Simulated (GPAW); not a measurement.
## P (puckered monolayer): G0W0 on several meshes in GPAW

Wanted: mesh dependence and cost of G0W0 for P (puckered monolayer).

Calculated with GPAW 26.7.0; LDA and many-body steps on it, plane waves.

### Step 1. The starting structure

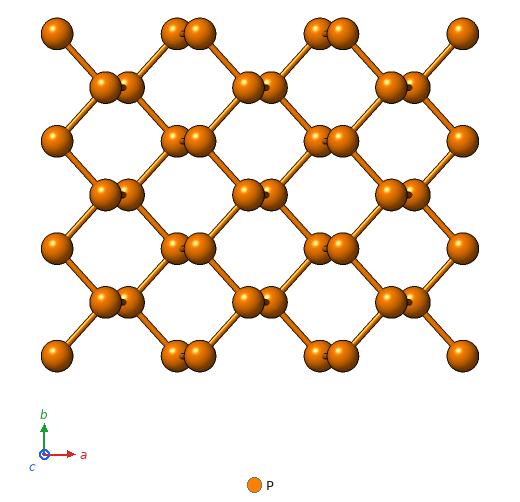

Start, viewed from above; phosphorus orange. 3×3×1 cells are drawn. Some periodic images of atoms are drawn too.

The cell holds 4 atoms: 4 P. Its edges and angles: a = 4.363 Å, b = 3.278 Å, c = 13.000 Å, α = 90.0°, β = 90.0°, γ = 90.0°. Vacuum lies along c.

As a file:

```xyz
4
Lattice="4.3628 0.0000 0.0000 0.0000 3.2780 0.0000 0.0000 0.0000 13.0000" Properties=species:S:1:pos:R:3
P     0.3505    0.0000    7.5577
P     1.8308    1.6390    7.5577
P     2.5319    1.6390    5.4423
P     4.0122    0.0000    5.4423
```

The structure was relaxed with LDA. The runs that relaxed it are not among those shown.

### Step 2. Empty states on the mesh, 6×8×1 mesh, 312 bands

This step: GPAW 26.7.0; DFT, LDA, plane waves, PAW.

The sums over transitions need many empty states on a uniform mesh; this step solves for them.

The input, run.py:

```python
import json
import numpy as np
from gpaw.mpi import world
from gpaw import GPAW

calc = GPAW('gs.gpw').fixed_density(kpts={'size': (6, 8, 1), 'gamma': True},
    parallel={'domain': 1, 'band': 1},
    txt='nscf.txt')
calc.diagonalize_full_hamiltonian(nbands=312)
calc.write('full.gpw', mode='all')
res = {}
kpts = calc.get_ibz_k_points()
res['kpts'] = kpts
res['eigenvalues'] = [calc.get_eigenvalues(kpt=k) for k in range(len(kpts))]
res['n_electrons'] = calc.get_number_of_electrons()

if world.rank == 0:
    with open('result.json', 'w') as f:
        json.dump(res, f, default=lambda x: x.tolist())
```

Launch:

```sh
> mpirun -n 16 gpaw python run.py
```

Numbers of over 12 decimals in the logs are rounded to 6 here.

What it wrote:

```text
Diagonalizing LCAO Hamiltonian
Converting LCAO to pw mode
convergence criteria:
- Maximum integral of absolute [eigenst]ate change: 4e-08 eV^2 / valence electron
maximum number of iterations: 100

SCF iterations
|iter     |     time |      energy | eigst |  dens |
|iter:   1|  |             | +0.73 |       |
|iter:   2|  |             | -0.56 |       |
|iter:   3|  |             | -1.64 |       |
[...]
|iter:  13|  |             | -6.81 |       |
|iter:  14|  |             | -7.32 |       |
|iter:  15|  |             | -7.72c|       |
SCF steps: 15
  __  _  _
 | _ |_)|_||  |
 |__||  | ||/\| - 26.7.0

Input parameters:
  mode=PW(ecut=450.000000),
  convergence={'density': 1e-06, 'bands': -3},
  gpts=array([24, 18, 64]),
  kpts=MonkhorstPack(size=(6, 8, 1), gamma=True),
  maxiter=100,
  nbands=18,
  occupations=Occupations(name='fermi-dirac', width=0.001, fixmagmom=False),
  parallel={'domain': 1, 'band': 1},
  xc=XC(name='LDA')
Matrix size: 4061x4061
# Writing to full.gpw (mode='all')
  [... matrices ...]

timing:  # [seconds]
  Total: 142.403  # ━━━━━━━━━━━━━━━━━━━━━━━━━━━━━━━━━━━━━━━━━━━━━━━━━━━━━━━━━
```

It took 2.5 min on 16 MPI ranks of Arm Neoverse V2, shared host; peak memory 19 GiB; 35 min of CPU time.

This step gave:

```
gap                                                           : 0.5831 eV
k of the valence top                                          : 0, 0, 0
k of the conduction bottom                                    : 0, 0, 0
least direct gap                                              : 0.5831 eV
k points computed                                             : 20
lowest point of the top converged band, above the valence top : 76.8138 eV
```

On this mesh the gap is 0.583 eV.

### Step 3. 6×8×1

G0W0 replaces the xc potential by the self-energy, built once from these orbitals. Only a window of levels is corrected, while the sums run over the empty bands that the input names.

This step: G0W0 on LDA, plane waves, PAW.

The input, run.py:

```python
import json
import numpy as np
from gpaw.mpi import world
from gpaw.response.g0w0 import G0W0

gw = G0W0('full.gpw',
    filename='gw',
    kpts=[0],
    bands=(8, 12),
    ecut=48,
    nbands=140,
    truncation='2D',
    integrate_gamma='sphere',
    q0_correction=True,
    frequencies={'type': 'nonlinear', 'domega0': 0.15, 'omega2': 15.0},
    eta=0.1,
    nblocksmax=True)
gw.calculate()
res = {mode: {k: v for k, v in r.items() if k != 'sigma_eskwn'}
       for mode, r in gw.all_results.items()}

if world.rank == 0:
    with open('result.json', 'w') as f:
        json.dump(res, f, default=lambda x: x.tolist())
```

Launch:

```sh
> mpirun -n 16 gpaw python run.py
```

What it wrote:

```text
Using integrator: PointIntegrator
NonLinearFrequencyDescriptor(from 0.000 to 60.475 eV, 152 points)
Nonperiodic BCs:  [False False  True]
Using integrator: PointIntegrator
NonLinearFrequencyDescriptor(from 0.000 to 60.475 eV, 152 points)
Nonperiodic BCs:  [False False  True]
Applying analytical 2D correction to W:
    Evaluating Gamma point contribution to W on a 17x17x1 grid
  ___  _ _ _
 |   || | | |
 | | || | | |
 |__ ||_____|
 |___|

BZ k-points: Symmetries present (total): 4

  [... matrices ...]
48 k-points: 6 x 8 x 1 Monkhorst-Pack grid + [1/12,1/16,0.000000]
20 k-points in the irreducible part of the Brillouin zone
       k-points in crystal coordinates                weights
   0:     0.00000000    0.00000000    0.00000000          1/48
   1:     0.00000000    0.12500000    0.00000000          2/48
   2:     0.00000000    0.25000000    0.00000000          2/48
   3:     0.00000000    0.37500000    0.00000000          2/48
   4:     0.00000000    0.50000000    0.00000000          1/48
   5:     0.16666667    0.00000000    0.00000000          2/48
   6:     0.16666667    0.12500000    0.00000000          4/48
   7:     0.16666667    0.25000000    0.00000000          4/48
   8:     0.16666667    0.37500000    0.00000000          4/48
   9:     0.16666667    0.50000000    0.00000000          2/48
          ...
  19:     0.50000000    0.50000000    0.00000000          1/48

Distributing spins, k-points and bands (1 x 1 x 4) over 2 processes
Number of blocks: 8

Quasi particle states:
k-points (IBZ indices): [0]
Band range: (8, 12)
  [... matrices ...]
Computational parameters:
Plane wave cut-off: 48 eV
Number of bands: 140
Coulomb cutoff: 2D
Broadening: 0.1 eV

fxc modes: GW
Kernel: RPA
Using full-frequency real axis integration
Summing all q:

Calculating screened Coulomb potential
2D Coulomb truncation
NonLinearFrequencyDescriptor(from 0.000 to 60.475 eV, 152 points)
Removing empty qpoint cache files...

Calculating chi0 body with:
    Ground state adapter containing:
    Number of spins: 1
    Number of kpoints: 48
    Number of irreducible kpoints: 20
    Number of completely occupied states: 10
    Number of partially occupied states: 10
    Occupied states memory: 4.21875 M / cpu

    Linear response parametrization:
    q_c: [1.3877787807814457e-17, 0.0, 0.0]
    Number of frequency points: 152
    Planewave cutoff: 48.0
    Number of bands: 140
    Number of planewaves: 141
    Broadening (eta): 0.1
    comm.size: 16
    kncomm.size: 2
    blockcomm.size: 8

    Memory estimate of potentially large arrays:
        chi0_wGG: 5.763840 M / cpu
Integrating chi0 body.

Symmetries of q_c:
    Direct symmetries (Uq -> q): 4
    Indirect symmetries (TUq -> q): 0
In total 4 allowed symmetries.

  [... matrices ...]
20 groups of equivalent kpoints. 58.333333% reduction.

Integral kind: spectral function
Integrating chi0 head and wings.

Symmetries of q_c:
    Direct symmetries (Uq -> q): 4
    Indirect symmetries (TUq -> q): 0
In total 4 allowed symmetries.

  [... matrices ...]
20 groups of equivalent kpoints. 58.333333% reduction.

Integral kind: spectral function wings

Calculating chi0 body with:
    Ground state adapter containing:
    Number of spins: 1
    Number of kpoints: 48
    Number of irreducible kpoints: 20
    Number of completely occupied states: 10
    Number of partially occupied states: 10
    Occupied states memory: 4.21875 M / cpu

[... the further q-points ...]

Results:
f:      Occupation numbers
eps:     KS-eigenvalues [eV]
vxc:     KS vxc [eV]
exx:     Exact exchange [eV]
sigma:   Self-energies [eV]
dsigma:  Self-energy derivatives
Z:       Renormalization factors
qp:      QP-energies [eV]

k-point 0 (0): (0.000, 0.000, 0.000)                GW
band       f     eps     vxc     exx   sigma  dsigma       Z      qp
                                                                   GW
   8   1.000  -2.341 -15.315 -17.007   1.748  -0.426   0.701  -2.302
   9   1.000  -0.527 -13.908 -14.960   1.022  -0.426   0.701  -0.548
  10   0.000   0.056 -11.502  -7.776  -2.683  -0.433   0.698   0.783
  11   0.000   0.894 -12.780  -8.173  -3.299  -0.428   0.700   1.810
```

Wall time 67 s (16 MPI ranks); peak memory 4.3 GiB; 15 min of CPU time.

This step gave:

- G0W0 gap on the points computed: 1.332 eV
- least direct G0W0 gap on the computed points: 1.332 eV
- Z at the valence top: 0.7013
- Z at the conduction bottom: 0.6981
- starting gap on the mesh: 0.5831 eV
- k of the valence top: 0, 0, 0
- k of the conduction bottom: 0, 0, 0

The gap on the mesh goes from 0.58 eV to 1.33 eV, a correction of +0.75 eV.

### Step 4. Empty states on the mesh, 4×6×1 mesh, 150 bands

This step: DFT, LDA, plane waves, PAW.

The input, run.py:

```python
import json
import numpy as np
from gpaw.mpi import world
from gpaw import GPAW

calc = GPAW('gs.gpw').fixed_density(kpts={'size': (4, 6, 1), 'gamma': True},
    nbands=175,
    convergence={'bands': 150},
    txt='nscf.txt')
calc.write('full.gpw', mode='all')
res = {}
kpts = calc.get_ibz_k_points()
res['kpts'] = kpts
res['eigenvalues'] = [calc.get_eigenvalues(kpt=k) for k in range(len(kpts))]
res['n_electrons'] = calc.get_number_of_electrons()

if world.rank == 0:
    with open('result.json', 'w') as f:
        json.dump(res, f, default=lambda x: x.tolist())
```

Launch:

```sh
> mpirun -n 16 gpaw python run.py
```

What it wrote:

```text
Diagonalizing LCAO Hamiltonian
Converting LCAO to pw mode
convergence criteria:
- Maximum integral of absolute [eigenst]ate change: 4e-08 eV^2 / valence electron
maximum number of iterations: 100

SCF iterations
|iter     |     time |      energy | eigst |  dens |
|iter:   1|  |             | +4.28 |       |
|iter:   2|  |             | +3.08 |       |
|iter:   3|  |             | +1.95 |       |
[...]
|iter:  13|  |             | -6.69 |       |
|iter:  14|  |             | -7.16 |       |
|iter:  15|  |             | -7.49c|       |
SCF steps: 15
  __  _  _
 | _ |_)|_||  |
 |__||  | ||/\| - 26.7.0

Input parameters:
  mode=PW(ecut=450.000000),
  convergence={'bands': 150},
  gpts=array([24, 18, 64]),
  kpts=MonkhorstPack(size=(4, 6, 1), gamma=True),
  maxiter=100,
  nbands=175,
  occupations=Occupations(name='fermi-dirac', width=0.001, fixmagmom=False),
  parallel={},
  xc=XC(name='LDA')
# Writing to full.gpw (mode='all')
  [... matrices ...]

timing:  # [seconds]
  Total: 0.114  # ━━━━━━━━━━━━━━━━━━━━━━━━━━━━━━━━━━━━━━━━━━━━━━━━━━━━━━━━━━━
```

The job ended after 21 s (16 MPI ranks; peak memory 2.8 GiB; 5.3 min of CPU time).

This step gave:

```
gap                                                           : 0.5831 eV
k of the valence top                                          : 0, 0, 0
k of the conduction bottom                                    : 0, 0, 0
least direct gap                                              : 0.5831 eV
k points computed                                             : 12
lowest point of the top converged band, above the valence top : 44.79 eV
```

On this mesh the gap is 0.583 eV.

### Step 5. 4×6×1

This step: G0W0 on LDA, plane waves, PAW.

The input, run.py:

```python
import json
import numpy as np
from gpaw.mpi import world
from gpaw.response.g0w0 import G0W0

gw = G0W0('full.gpw',
    filename='gw',
    kpts=[0],
    bands=(8, 12),
    ecut=48,
    nbands=140,
    truncation='2D',
    integrate_gamma='sphere',
    q0_correction=True,
    frequencies={'type': 'nonlinear', 'domega0': 0.15, 'omega2': 15.0},
    eta=0.1,
    nblocksmax=True)
gw.calculate()
res = {mode: {k: v for k, v in r.items() if k != 'sigma_eskwn'}
       for mode, r in gw.all_results.items()}

if world.rank == 0:
    with open('result.json', 'w') as f:
        json.dump(res, f, default=lambda x: x.tolist())
```

Launch:

```sh
> mpirun -n 16 gpaw python run.py
```

What it wrote:

```text
Using integrator: PointIntegrator
NonLinearFrequencyDescriptor(from 0.000 to 59.417 eV, 151 points)
Nonperiodic BCs:  [False False  True]
Using integrator: PointIntegrator
NonLinearFrequencyDescriptor(from 0.000 to 59.417 eV, 151 points)
Nonperiodic BCs:  [False False  True]
Applying analytical 2D correction to W:
    Evaluating Gamma point contribution to W on a 25x21x1 grid
  ___  _ _ _
 |   || | | |
 | | || | | |
 |__ ||_____|
 |___|

BZ k-points: Symmetries present (total): 4

  [... matrices ...]
24 k-points: 4 x 6 x 1 Monkhorst-Pack grid + [1/8,1/12,0.000000]
12 k-points in the irreducible part of the Brillouin zone
       k-points in crystal coordinates                weights
   0:     0.00000000    0.00000000    0.00000000          1/24
   1:     0.00000000    0.16666667    0.00000000          2/24
   2:     0.00000000    0.33333333    0.00000000          2/24
[...]
9:     0.50000000    0.16666667    0.00000000          2/24
          ...
  11:     0.50000000    0.50000000    0.00000000          1/24

Distributing spins, k-points and bands (1 x 1 x 4) over 2 processes
Number of blocks: 8

Quasi particle states:
k-points (IBZ indices): [0]
Band range: (8, 12)
  [... matrices ...]
Computational parameters:
Plane wave cut-off: 48 eV
Number of bands: 140
Coulomb cutoff: 2D
Broadening: 0.1 eV

fxc modes: GW
Kernel: RPA
Using full-frequency real axis integration
Summing all q:

Calculating screened Coulomb potential
2D Coulomb truncation
NonLinearFrequencyDescriptor(from 0.000 to 59.417 eV, 151 points)
Removing empty qpoint cache files...

Calculating chi0 body with:
    Ground state adapter containing:
    Number of spins: 1
    Number of kpoints: 24
    Number of irreducible kpoints: 12
    Number of completely occupied states: 10
    Number of partially occupied states: 10
    Occupied states memory: 4.21875 M / cpu

    Linear response parametrization:
    q_c: [0.0, 1.3877787807814457e-17, 0.0]
    Number of frequency points: 151
    Planewave cutoff: 48.0
    Number of bands: 140
    Number of planewaves: 141
    Broadening (eta): 0.1
    comm.size: 16
    kncomm.size: 2
    blockcomm.size: 8

    Memory estimate of potentially large arrays:
        chi0_wGG: 5.725920 M / cpu
Integrating chi0 body.

Symmetries of q_c:
    Direct symmetries (Uq -> q): 4
    Indirect symmetries (TUq -> q): 0
In total 4 allowed symmetries.

  [... matrices ...]
12 groups of equivalent kpoints. 50.0% reduction.

Integral kind: spectral function
Integrating chi0 head and wings.

Symmetries of q_c:
    Direct symmetries (Uq -> q): 4
    Indirect symmetries (TUq -> q): 0
In total 4 allowed symmetries.

  [... matrices ...]
12 groups of equivalent kpoints. 50.0% reduction.

Integral kind: spectral function wings

Calculating chi0 body with:
    Ground state adapter containing:
    Number of spins: 1
    Number of kpoints: 24
    Number of irreducible kpoints: 12
    Number of completely occupied states: 10
    Number of partially occupied states: 10
    Occupied states memory: 4.21875 M / cpu

    Linear response parametrization:
[... the further q-points ...]

Results:
f:      Occupation numbers
eps:     KS-eigenvalues [eV]
vxc:     KS vxc [eV]
exx:     Exact exchange [eV]
sigma:   Self-energies [eV]
dsigma:  Self-energy derivatives
Z:       Renormalization factors
qp:      QP-energies [eV]

k-point 0 (0): (0.000, 0.000, 0.000)                GW
band       f     eps     vxc     exx   sigma  dsigma       Z      qp
                                                                   GW
   8   1.000  -2.341 -15.315 -17.056   1.808  -0.457   0.686  -2.295
   9   1.000  -0.527 -13.908 -15.117   1.171  -0.452   0.689  -0.553
  10   0.000   0.056 -11.502  -7.627  -2.828  -0.467   0.681   0.769
  11   0.000   0.894 -12.780  -8.143  -3.339  -0.464   0.683   1.781
```

It took 22 s on 16 MPI ranks; peak memory 4 GiB; 5.5 min of CPU time.

This step gave:

```yaml
g0w0_gap_on_the_points_computed: 1.322 eV
least_direct_g0w0_gap_on_the_computed_points: 1.322 eV
z_at_the_valence_top: 0.6885
z_at_the_conduction_bottom: 0.6814
starting_gap_on_the_mesh: 0.5831 eV
k_of_the_valence_top: 0, 0, 0
k_of_the_conduction_bottom: 0, 0, 0
```

Against G0W0 in GPAW (6×8×1 mesh, 140 bands, screening to 48 eV, full frequency, Hilbert transform), the gap moves by −0.010 eV.

### Step 6. Side by side

Times are wall times on 16 MPI ranks of Arm Neoverse V2, shared host, good to a factor of about two.

```csv
run,mesh,bands,screening cutoff (eV),DFT gap (eV),gap on the mesh (eV),direct (eV),time
6×8×1,6×8×1,140,48,0.583,1.332,1.332,67 s
4×6×1,4×6×1,140,48,0.583,1.322,1.322,22 s
```

### Step 7. Results

| Item | Value |
| --- | --- |
| 6×8×1 | 1.332 eV |
| 4×6×1 | 1.322 eV |
| known limits | not at the basis limit |

4×6×1: −0.010 eV against 6×8×1. Bands and cutoff are finite, so the gap is not at the basis limit. The miss can reach some tenths of an eV and take either sign; the mesh is an error of its own. These stock PAW sets were not made for GW. In the G0W0 runs levels were corrected at 1 k point alone, so a gap called «on the mesh» is the least over those, and an edge elsewhere would be missed.

[Paths, hosts, dates, memory and timing lines, banners, echoed tables and standing remarks are left out of the program output.]

[Logs are printed without paths, hosts, clocks, repeated set-up lines and the standing remarks that a program may print on its own settings, such as how far it seeks lower states.]

[Runs of the session that timed out or met a known fault of the program may be left out.]

[Hosts, paths, dates, database ids (printed as entryN), source tags and the programs' standing remarks are cut or masked in the printed files.]
